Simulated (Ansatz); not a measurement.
# One shape, several levels: doublet H3S

We compute a comparison of 6 runs (U-revPBE/6-31G, U-wB97X/3-21G, UBLYP/6-31G, UHSE06/6-31G, UPBE0/3-21G, UCCSD(T)/3-21G) of doublet H3S. 

The calculation is run with Ansatz 0.2.0.

9 further runs of the same task are left out: 7 that didn't finish, 2 set aside as unsound or not needed.

## Step 1: The structure to begin with

H3S has 4 atoms, charge 0, and is taken as a doublet. SMILES of the parent species: `[SH3+]`. The shape is that of a GFN2-xTB optimisation. That shape belongs to the parent species and isn't relaxed for this state.

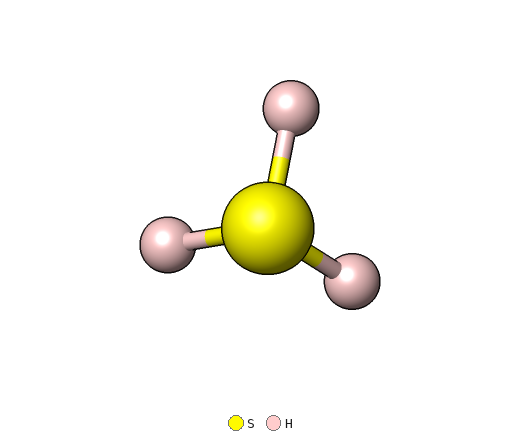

Viewed from a chosen angle; sulfur yellow, hydrogen pink.

## Step 2: The energy at U-revPBE/6-31G (run 1)

molecule.yaml

```yaml
basis:
  gaussian: {orbitals: 6-31G}
crystal:
  periodic: [false, false, false]
  atoms:
    - {symbol: S, position_ang: [0.301620, -0.100910, -0.445950]}
    - {symbol: H, position_ang: [0.848020, 0.280920, 0.734350]}
    - {symbol: H, position_ang: [-0.494150, -1.037930, 0.125030]}
    - {symbol: H, position_ang: [-0.655500, 0.857920, -0.413440]}
magnetization: {spin_polarized: true, initial_magnetization: 1}
hamiltonian: {xc: {name: revPBE}}
accuracy: high
```

Command:

```
$ ansatz run molecule.yaml --threads 1 --pin off --max-ram 2610MiB --events-out events.jsonl --progress --plain --runs-dir runs
```

Standard output:

```text
Warning: RAYON_NUM_THREADS=1 ignored (pool sized by the plan → 1); use --threads N
Functional definition: revPBE
  name "revPBE"
  parameter kappa = 1.245
  parameter beta = 0.06672455060314922
  exchange = pbe_x(kappa = kappa, mu = beta*pi^2/3)
  correlation = pbe_c(beta = beta)
410 factors; integrals over basis functions are off by at most 3.6e-9 eV
mean field evaluation 1: about -10875.4565 eV, gradient 6.0e0 eV
mean field evaluation 2: about -10875.0240 eV, gradient 8.8e0 eV
mean field evaluation 4: about -10875.6209 eV, gradient 3.6e0 eV
mean field evaluation 8: about -10875.6276 eV, gradient 3.4e0 eV
mean field evaluation 16: about -10875.7544 eV, gradient 2.5e-6 eV
mean field evaluation 32: about -10875.7548 eV, gradient 2.6e-5 eV
mean field evaluation 64: about -10875.2665 eV, gradient 7.2e0 eV
mean field -10875.75478326 eV, -399.6766164336 hartree, gradient 5.9e-8 eV, S^2 0.751719; 12 other end points of the search recorded, 0 dependent functions left out
reference -10875.75478583 eV, -399.6766165277 hartree; 10, 9 occupied and 9, 10 virtual orbitals, 410 factors
Total energy: -10875.75478583 eV, -399.6766165277 hartree
```

Wall time 4.5 s (1 thread of Arm Neoverse V2, shared host); peak memory 0.098 GiB.

## Step 3: The energy at U-wB97X/3-21G (run 2)

input.yaml

```yaml
crystal:
  periodic: [false, false, false]
  atoms:
    - {symbol: S, position_ang: [0.301620, -0.100910, -0.445950]}
    - {symbol: H, position_ang: [0.848020, 0.280920, 0.734350]}
    - {symbol: H, position_ang: [-0.494150, -1.037930, 0.125030]}
    - {symbol: H, position_ang: [-0.655500, 0.857920, -0.413440]}
basis:
  gaussian:
    orbitals: 3-21G.json
magnetization:
  spin_polarized: true
  initial_magnetization: 1
accuracy: high
hamiltonian:
  xc: {name: wB97X}
```

The basis set 3-21G is read from a file made from the Basis Set Exchange's data (not shown).

Command:

```
$ ansatz run input.yaml --threads 1 --pin off --max-ram 2610MiB --events-out events.jsonl --progress --plain --runs-dir runs
```

Standard output (excerpt; [...] marks lines left out):

```text
Warning: RAYON_NUM_THREADS=1 ignored (pool sized by the plan → 1); use --threads N
Functional definition: wB97X
  name "wB97X"
[...]
      + exact_x_lr(omega)
[...]
      + integral(e_c_pw_opposite_spin*poly(b97_u_opposite, 1, cos1, cos2, cos3, cos4))
362 factors; integrals over basis functions are off by at most 4.2e-9 eV
142 factors; integrals over basis functions are off by at most 1.4e-9 eV
[...]
mean field -10824.22996230 eV, -397.7831141880 hartree, gradient 1.1e-8 eV, S^2 0.753476; 8 other end points of the search recorded, 0 dependent functions left out
reference -10824.22996118 eV, -397.7831141470 hartree; 10, 9 occupied and 9, 10 virtual orbitals, 362 factors
Total energy: -10824.22996118 eV, -397.7831141470 hartree
```

Run time: 63 s. Hardware: 1 thread of Arm Neoverse V2, shared host; peak memory 0.28 GiB.

Run 3 isn't shown in full; the table further down has it.

## Step 4: The energy at UHSE06/6-31G (run 4)

input.yaml, as its differences from that of step 3:

```diff
@@ -9,3 +9,3 @@
   gaussian:
-    orbitals: 3-21G.json
+    orbitals: 6-31G
 magnetization:
@@ -13,4 +13,4 @@
   initial_magnetization: 1
+hamiltonian:
+  xc: {name: HSE06}
 accuracy: high
-hamiltonian:
-  xc: {name: wB97X}
```

Command:

```
$ ansatz run input.yaml --threads 1 --pin off --max-ram 2610MiB --events-out events.jsonl --progress --plain --runs-dir runs
```

Standard output:

```text
Warning: RAYON_NUM_THREADS=1 ignored (pool sized by the plan → 1); use --threads N
Functional definition: HSE06
  name "HSE06"
  parameter a = 0.25
  parameter omega = 0.11/bohr
  exchange = pbe_x - a*pbe_x_sr(omega) + a*exact_x_sr(omega)
  correlation = pbe_c
410 factors; integrals over basis functions are off by at most 3.6e-9 eV
65 factors; integrals over basis functions are off by at most 5.4e-10 eV
mean field evaluation 1: about -10873.1225 eV, gradient 5.2e0 eV
mean field evaluation 2: about -10873.2047 eV, gradient 4.7e0 eV
mean field evaluation 4: about -10873.3545 eV, gradient 1.6e-1 eV
mean field evaluation 8: about -10873.3485 eV, gradient 2.0e-2 eV
mean field evaluation 16: about -10873.3493 eV, gradient 1.9e-2 eV
mean field evaluation 32: about -10873.3482 eV, gradient 2.0e-2 eV
mean field evaluation 64: about -10873.3345 eV, gradient 1.0e0 eV
mean field -10873.34931293 eV, -399.5882170294 hartree, gradient 2.9e-8 eV, S^2 0.753752; 6 other end points of the search recorded, 0 dependent functions left out
reference -10873.34931495 eV, -399.5882171036 hartree; 10, 9 occupied and 9, 10 virtual orbitals, 410 factors
Total energy: -10873.34931495 eV, -399.5882171036 hartree
```

Wall time 6.3 s (1 thread of Arm Neoverse V2, shared host); peak memory 0.1 GiB.

Run 5 isn't shown in full; the table further down has it.

## Step 5: The energy at UCCSD(T)/3-21G (run 6)

in.yaml

```yaml
crystal:
  periodic: [false, false, false]
  atoms:
    - {symbol: S, position_ang: [0.301620, -0.100910, -0.445950]}
    - {symbol: H, position_ang: [0.848020, 0.280920, 0.734350]}
    - {symbol: H, position_ang: [-0.494150, -1.037930, 0.125030]}
    - {symbol: H, position_ang: [-0.655500, 0.857920, -0.413440]}
basis:
  gaussian: {orbitals: 3-21G.json}
scf: {omitted_lower_state_checks: [cluster_reference, increment]}
magnetization: {spin_polarized: true, initial_magnetization: 1}
accuracy: high
correlation: {method: ccsd_t, frozen_orbitals: {H: 0, S: 5}}
```

The basis set 3-21G is read from a file made from the Basis Set Exchange's data (not shown).

Command:

```
$ ansatz run in.yaml --threads 1 --pin off --max-ram 2610MiB --events-out events.jsonl --progress --plain --runs-dir runs
```

Standard output:

```text
Warning: RAYON_NUM_THREADS=1 ignored (pool sized by the plan → 1); use --threads N
[... 14 lines left out ...]
5 core orbitals not correlated: weight in the atoms' cores, before any rotation towards them, 1.000 or more for the frozen orbitals, at most 0.000 for the correlated occupied ones
[... 28 lines left out ...]
Total energy: -10807.28420465 eV, -397.1603690807 hartree
Checks for a lower state left out: cluster_reference, increment
```

Run time: 0.28 s. Hardware: 1 thread of Arm Neoverse V2, shared host.

## Step 6: The series

| run | level | frozen core orbitals | energy (Eh) | ⟨S²⟩ | wall time |
| --- | --- | --- | --- | --- | --- |
| 1 | U-revPBE/6-31G | – | -399.676617 | 0.752 | 4.5 s |
| 2 | U-wB97X/3-21G | – | -397.783114 | 0.753 | 63 s |
| 3 | UBLYP/6-31G | – | -399.735729 | 0.752 | 3.9 s |
| 4 | UHSE06/6-31G | – | -399.588217 | 0.754 | 6.3 s |
| 5 | UPBE0/3-21G | – | -397.654693 | 0.754 | 3.9 s |
| 6 | UCCSD(T)/3-21G | 5 | -397.160369 | 0.761 | 0.28 s |

## Step 7: What came out

```
                                          quantity          value
                               run 6: total energy  -397.16037 Eh
run 6: correlation energy (5 core orbitals frozen)      -88.7 mEh
                             run 6: (T) correction      -0.98 mEh
          run 6: ⟨S²⟩ of the reference determinant          0.761
                              run 6: T1 diagnostic          0.044
```

What this shows: Totals of different functionals can't be ranked against each other. All runs together took 82 s, the longest 63 s.
